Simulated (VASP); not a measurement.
Band structure of CoGe (relaxed from the CsCl structure, space group Pm-3m). Computed with PBEsol GGA, VASP's PBE PAW potentials (set 64) (plane waves; VASP).

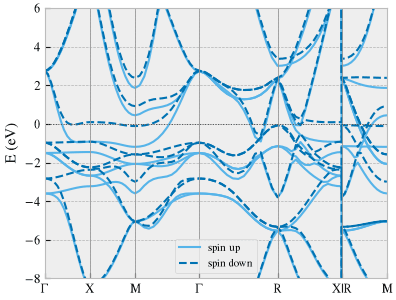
Bands along high-symmetry lines, zero at the valence-band maximum or, without a gap, the Fermi level

Read the plot: is there a gap, and where are the band edges?

It has no gap at this level: it comes out as a metal or semimetal. (Edges off the drawn lines would not show.)

The structure was generated: CoGe was put into the CsCl type (Pm-3m), which need not be its known phase. It was relaxed first.
